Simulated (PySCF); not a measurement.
CF4, SMILES `FC(F)(F)F`.

Method: B3LYP/def2-SVP; geometry: GFN2-xTB; program: PySCF. No frequency check shows the geometry to be a minimum.

Cartesian coordinates (Å):

```
F1      -0.7587    0.7135    0.8013
C2       0.0000    0.0000   -0.0001
F3      -0.7587   -0.7135   -0.8013
F4       0.7587    0.8013   -0.7135
F5       0.7587   -0.8013    0.7135
```

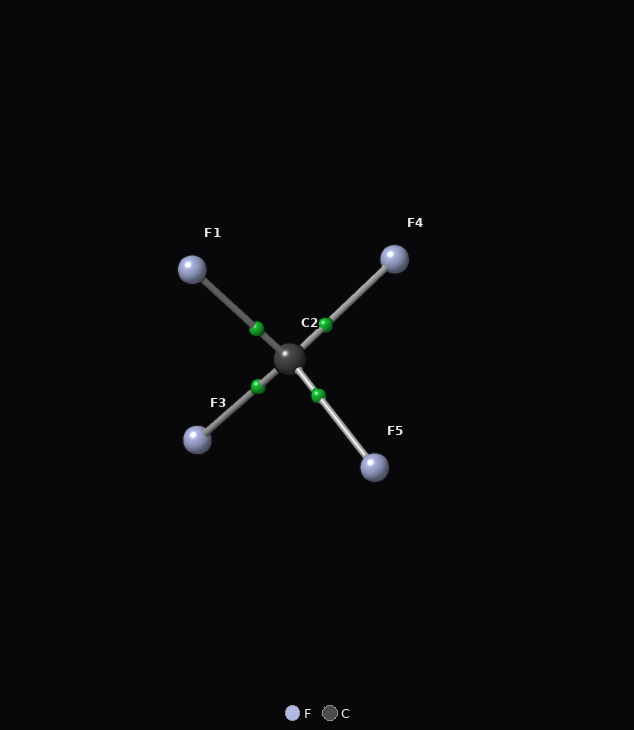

Molecular graph of the electron density (QTAIM): bond paths, bond critical points (green), ring points (magenta, if any); weak paths are dashed.

### How many critical points of each kind are there, and does the count close?

5 nuclei, 4 bond, 0 ring and 0 cage critical points: 5 − 4 + 0 − 0 = 1, as the Poincaré–Hopf relation requires.

### What does the calculation give at each kind of bond critical point?

| bond | length (Å) | ρ (a.u.) | ∇²ρ (a.u.) | ε | H (a.u.) |
| --- | --- | --- | --- | --- | --- |
| C2–F4 (4 alike) | 1.314 | 0.301 | −0.29 | 0.00 | −0.469 |

### What kind of interaction is C2–F4?

Shared-shell (covalent): ρ = 0.301, ∇²ρ = −0.29, H = −0.469 a.u.
